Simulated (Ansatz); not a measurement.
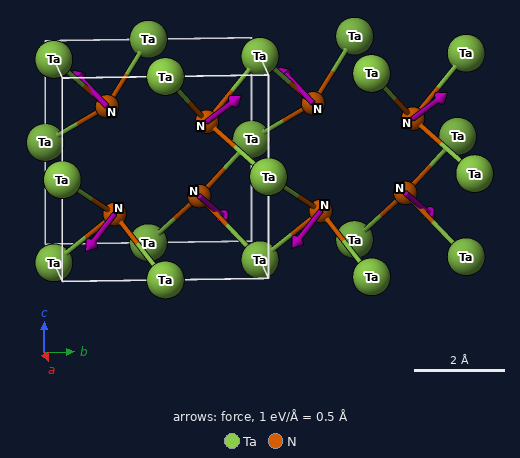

Starting geometry of solid Ta3N4 (a generated structure, set up in P-43m) (coarse preliminary run) with the computed forces as purple arrows. A ball-and-stick model of the cell of the calculation, repeated 1 × 2 × 1 with one cell outlined, seen from a free direction.

Level of theory: DFT PBE, scalar-relativistic, plane waves, PAW (Ansatz).

Input file:
```yaml
crystal:
  lattice:
    - [4.61143606, 0.0, 0.0]
    - [0.0, 4.61143606, 0.0]
    - [0.0, 0.0, 4.61143606]
  atoms:
    - { symbol: Ta, position: [0.0, 0.0, 0.5] }
    - { symbol: Ta, position: [0.5, 0.0, 0.0] }
    - { symbol: Ta, position: [0.0, 0.5, 0.0] }
    - { symbol: "N", position: [0.72377767, 0.27622233, 0.27622233] }
    - { symbol: "N", position: [0.27622233, 0.72377767, 0.27622233] }
    - { symbol: "N", position: [0.27622233, 0.27622233, 0.72377767] }
    - { symbol: "N", position: [0.72377767, 0.72377767, 0.72377767] }
basis:
  ecutwfc: 420
kpoints:
  mp_grid: { grid: [4, 4, 4] }
hamiltonian:
  xc: pbe
scf:
  occupations: { method: gaussian, width: 0.1 }
  lower_state_search: "off"
output:
  forces: true
  stress: true
  eigenvalues: true
relax:
  adjacent_minimum: "off"
  f_tol: 0.04
  max_steps: 70
  cell: { stress_tol: 0.4 }
```

Launched with:
```bash
ansatz run input.yaml --threads 1 --pin off --max-ram 2048MiB --backend cpu --events-out ev --progress --plain --runs-dir out
```

> Is this structure relaxed? If not, where do the atoms go?

It isn't relaxed: the largest force vector, on N atoms, is 2.49 eV/Å. The atoms end up moving mostly along the starting forces (cosine between the two patterns 1.00). The energy falls by 166 meV per atom in 4 accepted moves (5 points after the start). The largest force component goes from 1.4 to 0.00046 eV/Å. Pressure: −10.97 GPa at the start and 0.21 GPa at the end. At 1 point the geometry stayed and the basis and grid were re-selected for the new cell (energy shift of 1.9 meV per atom at most each time). The largest moves relative to the cell, 0.27 Å, are those of N4, N5, N6 and N7. N4 goes along [1 −1 −1]. Ta stays in place. The drawn cell changes as follows: a = b = c 4.611 → 4.685 Å (+1.6 %); the volume changes by +4.9 %. Near-neighbour distances that change, for instance: Ta1–N4 2.076 → 2.010 Å, Ta1–Ta2 3.261 → 3.313 Å. Bond angles that change, for instance: N4–Ta1–N5 120.4° → 106.4°, Ta1–N4–Ta2 103.5° → 111.0°, N4–Ta1–N6 104.3° → 111.1°. The space group stays P-43m (No. 215). The run took 9.7 s on 1 thread of Intel(R) Xeon(R) 6975P-C (Granite Rapids) (shared host), peak memory 0.4 GiB.
